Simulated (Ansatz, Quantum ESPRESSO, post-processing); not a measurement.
# Nb2COF MXene, 1 layer in an electric field, part 5 of 6

How does Nb2COF MXene, 1 layer respond to a gate-like field without added charge?

Quantum ESPRESSO 7.5; plane-wave DFT, PBE, GBRV ultrasoft pseudopotentials; geometry and cross-check by Ansatz 0.2.0 with PAW datasets.

So far. Step 11 (Ground state: field 0.4 V/Å): The dipole goes from -0.0512 to 0.0532 e Å, 0.2608 e Å per V/Å. Step 12 (Electrostatic potential): The slope in the vacuum is 0.400 eV/Å for an applied 0.40 V/Å, as it should be.

**13. Bands along a path: field 0.4 V/Å**

The input, f3.bands.in:

```
&control
  prefix = 'f3.bands'
  outdir = './out'
  pseudo_dir = './pseudo'
  calculation = 'bands'
  tefield = .true.
  dipfield = .true.
/
&system
  ibrav = 0
  nat = 5
  ntyp = 4
  ecutwfc = 40
  ecutrho = 200
  occupations = 'smearing'
  smearing = 'fd'
  degauss = 0.004
  edir = 3
  emaxpos = 0.97
  eopreg = 0.04
  eamp = 0.00777876
  nbnd = 27
/
&electrons
  conv_thr = 1e-07
  mixing_beta = 0.4
  electron_maxstep = 120
  mixing_mode = 'local-TF'
/
ATOMIC_SPECIES
  F   18.9984  f_pbe_v1.4.uspp.F.UPF
  Nb  92.9064  nb_pbe_v1.uspp.F.UPF
  C   12.0110  c_pbe_v1.2.uspp.F.UPF
  O   15.9990  o_pbe_v1.2.uspp.F.UPF
CELL_PARAMETERS angstrom
  3.14303685234012 -0.00000000000000 -0.00000000000000
  -1.57151842617006 2.72194975915722 -0.00000000000000
  -0.00000000000000 -0.00000000000000 21.54269237080000
ATOMIC_POSITIONS crystal
  F   0.333333333333 0.666666666667 0.379879162998
  Nb  0.666666666667 0.333333333333 0.445702865430
  C   0.000000000000 -0.000000000000 0.498652447475
  Nb  0.333333333333 0.666666666667 0.556713727214
  O   0.666666666667 0.333333333333 0.606307825083
K_POINTS crystal_b
4
  0.0000000000 0.0000000000 0.0000000000 14
  0.5000000000 0.0000000000 0.0000000000 14
  0.3333333333 0.3333333333 0.0000000000 14
  0.0000000000 0.0000000000 0.0000000000 1
```

Started as:

```sh
cp -r out/f3.save out/f3.bands.save
cp out/f3.xml out/f3.bands.xml
OMP_NUM_THREADS=1 mpirun -n 4 pw.x -nk 4 -in f3.bands.in > f3.bands.out
```

Numbers of over 12 decimals in the logs are rounded to 6 here.

Log:

```text
[banner, memory and clock lines left out]
Program PWSCF v.7.5 starts
[citation notice left out]

[...]
bravais-lattice index     =            0
     lattice parameter (alat)  =       5.9395  a.u.
     unit-cell volume          =    1243.7301 (a.u.)^3
     number of atoms/cell      =            5
     number of atomic types    =            4
     number of electrons       =        43.00
     number of Kohn-Sham states=           27
     kinetic-energy cutoff     =      40.0000  Ry
     charge density cutoff     =     200.0000  Ry
     Exchange-correlation= SLA  PW   PBE  PBE
                           (   1   4   3   4   0   0   0)

[...]
PseudoPot. # 1 for F  read from file:
     ./pseudo/f_pbe_v1.4.uspp.F.UPF
     Pseudo is Ultrasoft, Zval =  7.0
     Generated by new atomic code, or converted to UPF format
     Using radial grid of  799 points,  4 beta functions with:
                l(1) =   0
                l(2) =   0
                l(3) =   1
                l(4) =   1
     Q(r) pseudized with  8 coefficients,  rinner =    0.950   0.950   0.950

     PseudoPot. # 2 for Nb read from file:
     ./pseudo/nb_pbe_v1.uspp.F.UPF
     Pseudo is Ultrasoft + core correction, Zval = 13.0
     Generated by new atomic code, or converted to UPF format
     Using radial grid of  887 points,  6 beta functions with:
                l(1) =   0
                l(2) =   0
                l(3) =   1
                l(4) =   1
                l(5) =   2
                l(6) =   2
     Q(r) pseudized with  6 coefficients,  rinner =    1.000   1.000   1.000
                                                       1.000   1.000

     PseudoPot. # 3 for C  read from file:
     ./pseudo/c_pbe_v1.2.uspp.F.UPF
     Pseudo is Ultrasoft + core correction, Zval =  4.0
     Generated by new atomic code, or converted to UPF format
     Using radial grid of  721 points,  4 beta functions with:
                l(1) =   0
                l(2) =   0
                l(3) =   1
                l(4) =   1
     Q(r) pseudized with  8 coefficients,  rinner =    1.100   1.100   1.100

     PseudoPot. # 4 for O  read from file:
     ./pseudo/o_pbe_v1.2.uspp.F.UPF
     Pseudo is Ultrasoft + core correction, Zval =  6.0
     Generated by new atomic code, or converted to UPF format
     Using radial grid of  737 points,  5 beta functions with:
                l(1) =   0
                l(2) =   0
                l(3) =   1
                l(4) =   1
                l(5) =   2
     Q(r) pseudized with  8 coefficients,  rinner =    0.900   0.900   0.900
                                                       0.900   0.900

     atomic species   valence    mass     pseudopotential
     F                 7.00    18.99840     F ( 1.00)
     Nb               13.00    92.90640     Nb( 1.00)
     C                 4.00    12.01100     C ( 1.00)
     O                 6.00    15.99900     O ( 1.00)

     No symmetry found

[...]
number of k points=    43  Fermi-Dirac smearing, width (Ry)=  0.0040
[...]
Dense  grid:    59505 G-vectors     FFT dimensions: (  27,  27, 192)

     Smooth grid:    42385 G-vectors     FFT dimensions: (  24,  24, 180)

     The potential is recalculated from file :
     ./out/f3.bands.save/charge-density

     negative rho (up, down):  3.795E-03 0.000E+00

     Adding external electric field

     Computed dipole along edir(3) :
        Dipole                0.1005 Ry au,          0.2554 Debye
        Dipole field          0.0010 Ry au,

        E field amplitude [Ha a.u.]:  7.7788E-03
        Potential amp.        0.5287 Ry
        Total length         39.0814 bohr

     Starting wfcs are   38 randomized atomic wfcs

     Band Structure Calculation
     Davidson diagonalization with overlap
     c_bands:  1 eigenvalues not converged

     ethr =  2.33E-10,  avg # of iterations = 35.2

     End of band structure calculation

          k = 0.0000 0.0000 0.0000 (  5259 PWs)   bands (ev):

   -54.9848 -54.7831 -31.4313 -30.8175 -30.7424 -30.7424 -30.5836 -30.5836
   -24.0343 -17.5693 -10.8766  -6.5164  -5.5811  -5.5811  -4.8523  -4.4561
    -4.4561  -2.3672  -1.9978  -1.9978   0.2742   0.2742   1.0800   2.5741
     2.5741   3.0498   3.3784

          k = 0.0357 0.0206 0.0000 (  5247 PWs)   bands (ev):

   -54.9837 -54.7822 -31.4280 -30.8254 -30.7449 -30.7445 -30.5922 -30.5850
   -24.0325 -17.5630 -10.8714  -6.5051  -5.5976  -5.5780  -4.8325  -4.4679
    -4.4454  -2.3869  -2.0204  -2.0185   0.2470   0.2994   1.0887   2.5473
     2.5983   3.0924   3.3777

[...]
```

Run time: 25 s. Hardware: 4 MPI ranks of Arm Neoverse V1, shared host; peak memory 0.33 GiB; 98 s of CPU time.

Band numbers count within the set of bands kept for display. The electronic bands at the labelled points (eV, zero at the Fermi level; # counts the bands kept):

```csv
point,#7,#8,#9,#10,#11,#12,#13,#14
Γ,-3.49,-3.12,-3.12,-0.85,-0.85,-0.04,1.45,1.45
M,-4.39,-4.21,-3.29,-1.72,1.34,1.98,2.32,2.76
K,-4.42,-3.88,-3.83,-0.23,0.14,0.82,1.77,2.31
Γ,-3.49,-3.12,-3.12,-0.85,-0.85,-0.04,1.45,1.45
```

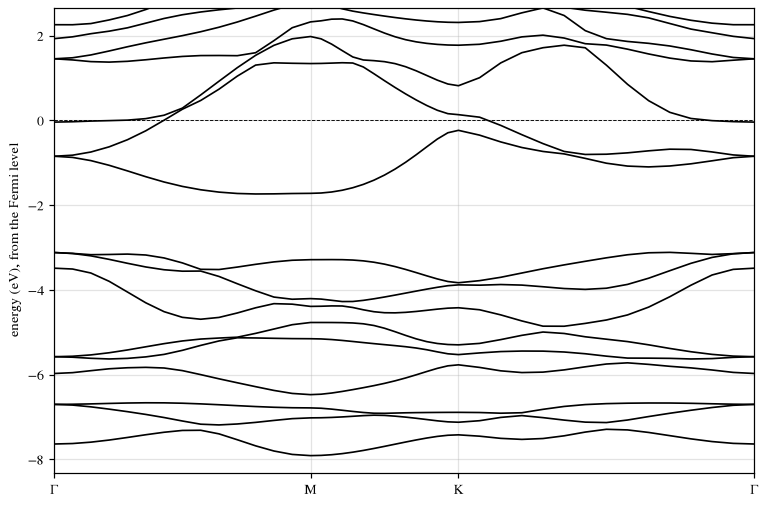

Electronic bands along the path.

Upper empty bands that drop with the field can be states of the vacuum, held by the sawtooth; they depend on the cell's width.

**14. Density by pp.x**

The density shows how far the electrons spill into the vacuum.

The input, f0.rho.in:

```
&inputpp
  prefix = 'f0'
  outdir = './out'
  filplot = 'f0.rho.dat'
  plot_num = 0
/
```

Started as:

```sh
OMP_NUM_THREADS=1 mpirun -n 4 pp.x -in f0.rho.in > f0.rho.out
```

Log:

```text
[banner, memory and clock lines left out]
Program POST-PROC v.7.5 starts

          URL

     ./out/f0.save/

     IMPORTANT: XC functional enforced from input :
     Exchange-correlation= PBE
                           (   1   4   3   4   0   0   0)
     Any further DFT definition will be discarded
     Please, verify this is what you really want

     negative rho (up, down):  3.796E-03 0.000E+00

     Adding external electric field

     Computed dipole along edir(3) :
        Dipole               -0.0967 Ry au,         -0.2457 Debye
        Dipole field         -0.0010 Ry au,

        Potential amp.        0.0763 Ry
        Total length         39.0814 bohr

     Calling punch_plot, plot_num =   0
     Writing data to file  f0.rho.dat
     Message from routine chdens:
     namelist plot not found or invalid, exiting
```

Run time: 1 s. Hardware: 4 MPI ranks; peak memory 0.1 GiB.

Numbers from this step:

```
electrons by integration : 43.00 e
```

The valence density, planar mean oscillates, so the rows of the table below give means over windows of 1 Å about each position, cut where the curve ends. Its maxima inside the range that stand out by 2 % of the span (Å: e/Å³): 8.2: 1.07, 9.6: 1.13, 12.0: 1.12, 13.0: 0.900. Its minima: 8.8: 0.445, 11.1: 0.584, 12.7: 0.848.

Mean over planes. Table of valence density, planar mean by z; means over each step:

```csv
z (Å),"valence density, planar mean (e/Å³)"
5,1.6e-5
6,6.0e-4
7,0.0335
8,0.702
9,0.727
10,0.949
11,0.635
12,1.06
13,0.800
14,0.112
15,0.00269
16,8.1e-5
```

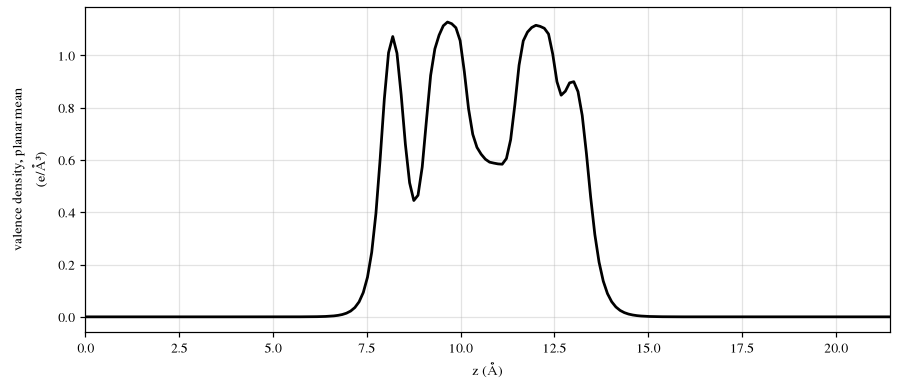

Valence density, planar mean, plotted against z.

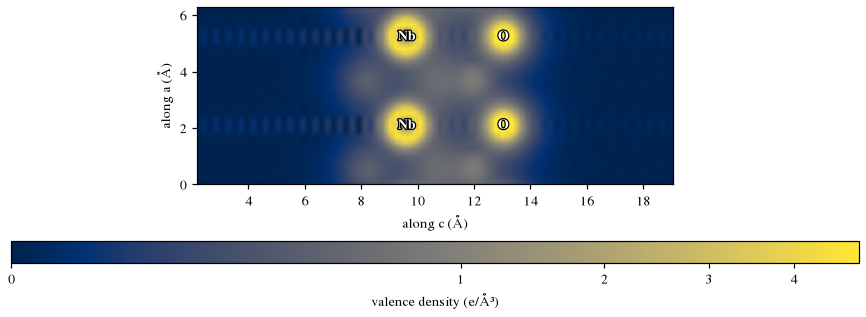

Valence density in the ca plane at fractional y = 0.333, with atoms of Nb and O within 0.2 Å of it. It is the smooth field of the valence electrons, not physical close to the nuclei. The colour scale is stretched toward low values. The far vacuum is left out of the map.

The density integrates to 43.000 electrons, as the 43 of the input ask.

**15. Valence density**

The input, f2.rho.in:

```
&inputpp
  prefix = 'f2'
  outdir = './out'
  filplot = 'f2.rho.dat'
  plot_num = 0
/
```

Started as:

```sh
OMP_NUM_THREADS=1 mpirun -n 4 pp.x -in f2.rho.in > f2.rho.out
```

Wall time 1.1 s (4 MPI ranks); peak memory 0.1 GiB.

**16. Charge moved by a field of 0.2 V/Å**

This step gave:

| Quantity | Value |
| --- | --- |
| largest charge moved across a plane | 0.001143 e/Å² |
| dipole step | -1.105 eV |

The planar mean oscillates, so the rows of the table below give means over windows of 1 Å about each position, cut where the curve ends. Its maxima inside the range that stand out by 2 % of the span (Å: e/Å³): 7.6: 6.6e-4, 8.3: 4.5e-4, 9.4: 2.9e-4, 11.7: -1.1e-5, 12.3: -1.7e-5, 13.1: -3.0e-4. Its minima: 8.1: 2.4e-4, 8.8: 8.8e-5, 11.2: -1.2e-4, 12.0: -8.6e-5, 12.9: -4.1e-4, 13.7: -7.5e-4.

Table of planar mean by z; means over each step:

```csv
z (Å),planar mean (e/Å³)
3,2.8e-8
4,2.4e-7
5,2.6e-6
6,3.3e-5
7,3.1e-4
8,4.4e-4
9,2.1e-4
10,1.5e-4
11,-7.1e-5
12,-4.9e-5
13,-3.7e-4
14,-5.4e-4
15,-9.4e-5
16,-8.1e-6
17,-6.1e-7
18,-4.9e-8
```

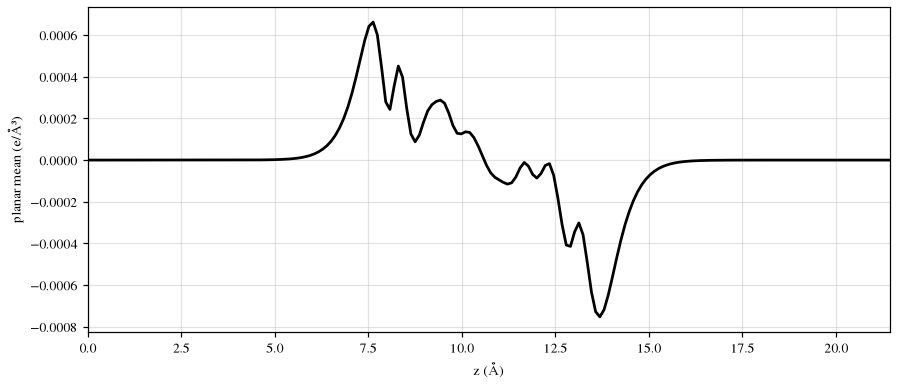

Planar mean against z.

Table of running integral, electrons below z by z:

```csv
z (Å),"running integral, electrons below z (e/Å²)"
4,1.0e-7
6,1.2e-5
8,6.3e-4
10,0.00109
12,0.00104
14,2.7e-4
16,2.1e-6
18,1.3e-8
```

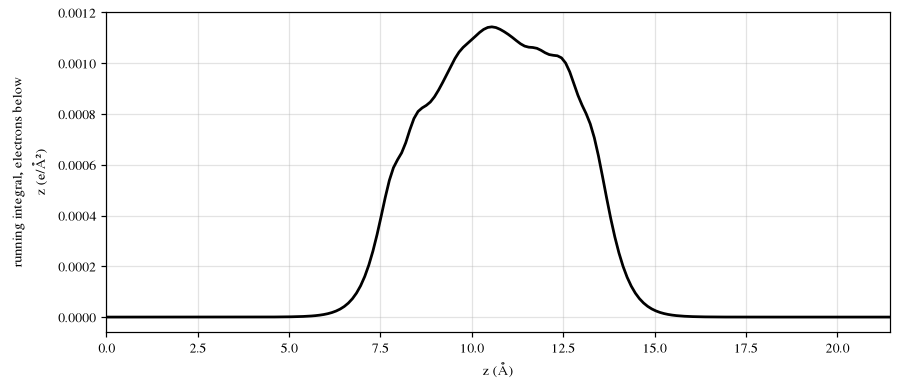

Running integral, electrons below z against z.

**17. Polarisability from the dipole between 0 and 0.1 V/A**

This step gave:

| Quantity | Value |
| --- | --- |
| change of slope in the vacuum | 0.10000 eV/Å |
| polarisability a cell | 3.762 Å³ |
| sheet polarisability 4πα/A | 5.526 Å |

Change of the potential energy, second field less first against z:

```csv
z (Å),"change of the potential energy, second field less first (eV)"
0,-0.403
2,-0.604
4,-0.404
6,-0.204
8,-0.0404
10,0.00148
12,0.00231
14,0.0561
16,0.244
18,0.444
20,0.644
```

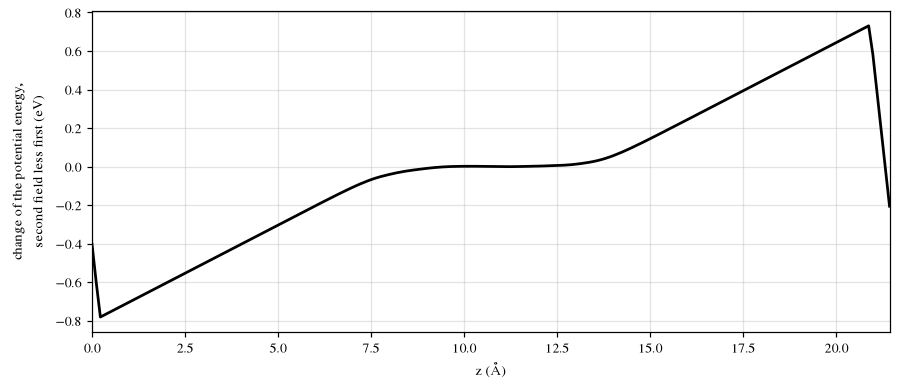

Change of the potential energy, second field less first, plotted against z.

**18. Dipole against field**

The dipole along the normal, dipole moment by applied field:

```csv
applied field (V/Å),"dipole along the normal, dipole moment (e·Å)"
0.000,-0.0512
0.100,-0.0250
0.200,0.00106
0.400,0.0532
```

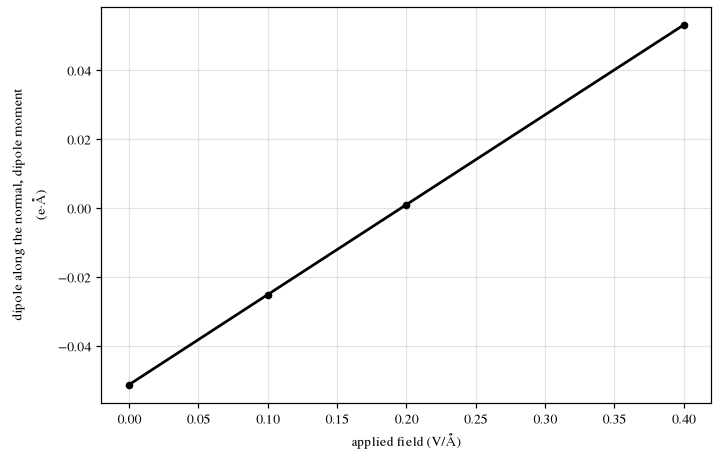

Dipole along the normal, dipole moment, plotted against applied field.

**19. The same in Ansatz: field 0.1 V/Å**

As a check, the same structure is run in Ansatz.

Level of this step: plane-wave DFT, PBE, Ansatz PAW (Ansatz 0.2.0).

The input, input.yaml:

```yaml
crystal:
  lattice:
    - [3.1430368523, 0.0, 0.0]
    - [-1.5715184262, 2.7219497592, 0.0]
    - [0.0, 0.0, 21.5426923708]
  atoms:
    - { symbol: F, position: [0.3333333333, 0.6666666667, 0.379879163] }
    - { symbol: Nb, position: [0.6666666667, 0.3333333333, 0.4457028654] }
    - { symbol: C, position: [0.0, 0.0, 0.4986524475] }
    - { symbol: Nb, position: [0.3333333333, 0.6666666667, 0.5567137272] }
    - { symbol: O, position: [0.6666666667, 0.3333333333, 0.6063078251] }
kpoints:
  mp_grid: { grid: [12, 12, 1] }
hamiltonian:
  xc: pbe
scf:
  occupations: { method: fermi_dirac, width: 0.054 }
  convergence: { dr2_threshold: 1.0e-09 }
efield:
  axis: 3
  dipole_correction: true
  ramp_position: 0.97
  ramp_width: 0.04
  amplitude: 0.1
output:
  write_potential: true
  write_density: true
  volumetric_format: npy
```

Started as:

```sh
ansatz run input.yaml --threads 4 --pin off --max-ram 8192MiB --backend cpu --events-out ev --progress --plain --runs-dir out
```

Log:

```text
[...]
Crystal: 5 atoms, lattice volume = 184.302 Å³
Basis set: ecut = 420 eV, 3587 PW (Γ)
Bands: 27, of which v1, the nominal top of the filled ones, is band 22 counted from 1 (21 counted from 0)
Symmetry: 6 space group operations
[...]
k-points: 19 of 144 (time reversal used)
[...]
SCF iter   1: F=—  HF=-10743.004691 eV  |F-HF|=—  |Δ(HF+E_count)|=         —  Δρ=1.11e-1  dr2=3.35e1  ethr=3.10e-3  p=0.031 e·Å  D=3.01e-2 V/Å  ΔV_dip=-0.65 eV  dr2_dipole=6.89e-1  V_vac-E_F(+/−)=6.73/5.42 eV  ⟨swp⟩=9.6  Hψ=2958  notcnv=0
[...]
SCF iter  12: F=-10734.471559 eV  HF=-10734.471559 eV  |F-HF|=5.98e-10  |Δ(HF+E_count)|=   5.18e-9  Δρ=2.98e-7  dr2=1.22e-10  ethr=2.33e-12  p=-0.027 e·Å  D=-2.61e-2 V/Å  ΔV_dip=0.56 eV  dr2_dipole=2.39e-13  V_vac-E_F(+/−)=6.56/4.04 eV  ⟨swp⟩=7.0  Hψ=1882  notcnv=0
SCF 1 converged in 12 iterations: F = -10734.471559 eV  dr2 = 1.22e-10
[...]
SCF converged after 12 iterations
Free energy (F): -10734.471559 eV
[...]
Internal energy: -10734.456724 eV  (E = F + TS)
E sigma→0 (E₀):  -10734.464142 eV
Entropy (-TS):   -0.014835 eV (-2.967 meV/atom)
Fermi energy:    1.054299 eV
Dipole field:    D = -0.026061 V/Å  (p = -0.026544 e·Å, saw-weighted, corrected)
Work function:   not extracted (applied field tilts the vacuum); planar V_es + V_field profile in the machine report
[...]
--- Band table (eV; the first three rows and the last of 19) ---
  k-point 0: bands = [... 18 lower, -2.0673, -2.0673, 0.2034, 0.2034, 1.0043, 2.5020, 2.5020, 3.0907, ... 1 higher]
  k-point 1: bands = [... 18 lower, -2.1731, -2.1312, 0.0683, 0.3407, 1.0337, 2.4396, 2.6224, 3.1882, ... 1 higher]
  k-point 2: bands = [... 18 lower, -2.3855, -2.1332, -0.2360, 0.7330, 1.0824, 2.4761, 2.8507, 3.3186, ... 1 higher]
  k-point 18: bands = [... 18 lower, -2.8645, -2.8258, 0.8248, 1.1964, 1.8756, 2.8195, 3.3601, 3.8574, ... 1 higher]
```

Wall time 4.5 s (4 threads); peak memory 0.47 GiB; 17 s of CPU time.

Numbers from this step:

* free energy: -10734.4716 eV
* energy at zero smearing: -10734.4641 eV
* smearing term TS: 0.01483 eV
* Fermi energy: 1.054 eV
* dipole along the normal: -0.02654 e·Å

At 0.1 V/Å Ansatz's dipole is -0.0265 e Å against -0.0250 from pw.x.

**20. The same in Ansatz: field -0.1 V/Å**

input.yaml, as its differences from the input of step 19:

```diff
@@ -23,3 +23,3 @@
   ramp_width: 0.04
-  amplitude: 0.1
+  amplitude: -0.1
 output:
```

Log:

```text
[...]
Crystal: 5 atoms, lattice volume = 184.302 Å³
Basis set: ecut = 420 eV, 3587 PW (Γ)
Bands: 27, of which v1, the nominal top of the filled ones, is band 22 counted from 1 (21 counted from 0)
Symmetry: 6 space group operations
[...]
k-points: 19 of 144 (time reversal used)
[...]
k-point 0: bands = [... 18 lower, -2.1067, -2.1067, 0.1641, 0.1641, 0.9624, 2.4639, 2.4639, 3.0910, ... 1 higher]
  k-point 1: bands = [... 18 lower, -2.2137, -2.1775, 0.0301, 0.3026, 0.9920, 2.4076, 2.5843, 3.1668, ... 1 higher]
  k-point 2: bands = [... 18 lower, -2.4280, -2.1843, -0.2763, 0.6964, 1.0475, 2.4440, 2.8132, 3.2793, ... 1 higher]
  k-point 18: bands = [... 18 lower, -2.9261, -2.8920, 0.7937, 1.1630, 1.8414, 2.7776, 3.3224, 3.8167, ... 1 higher]
[key lines of the parts left out:]
SCF converged after 12 iterations
Free energy (F): -10734.482086 eV
Fermi energy:    1.018296 eV
Dipole field:    D = -0.077304 V/Å  (p = -0.078735 e·Å, saw-weighted, corrected)
```

Elapsed: 4.5 s, on 4 threads; peak memory 0.47 GiB; 17 s of CPU time.

This step gave:

```
free energy             : -10734.4821 eV
energy at zero smearing : -10734.4747 eV
smearing term TS        : 0.01479 eV
Fermi energy            : 1.018 eV
dipole along the normal : -0.07874 e·Å
```

**21. Dipole against field, Ansatz**

Table of dipole along the normal, dipole moment by applied field:

```csv
applied field (V/Å),"dipole along the normal, dipole moment (e·Å)"
-0.1000,-0.0787
0.0000,-0.0527
0.1000,-0.0265
```

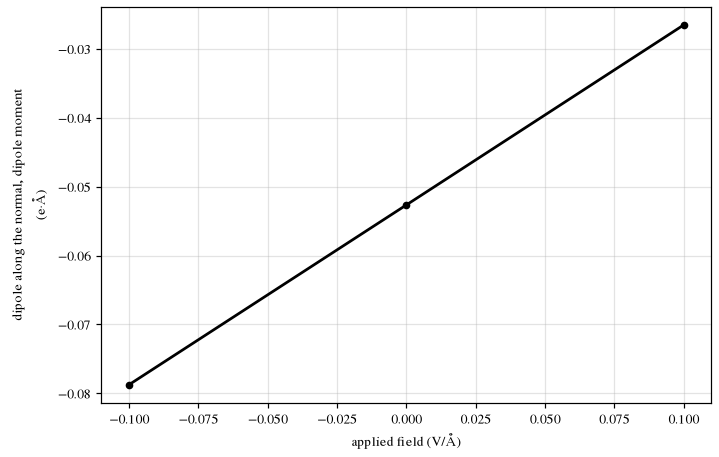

Dipole along the normal, dipole moment, plotted against applied field.

(Part 5 of 6 ends here.)

[Logs are printed without paths, hosts, clocks, repeated set-up lines and the standing remarks that a program may print on its own settings, such as how far it seeks lower states.]

[Hosts, paths, dates, database ids (printed as entryN), source tags and the programs' standing remarks are cut or masked in the printed files.]

[Maps of the electrostatic potential energy from Ansatz leave out the sawtooth potential of an applied field or a dipole correction, so their vacuum need not be flat; planar profiles and work functions include it.]
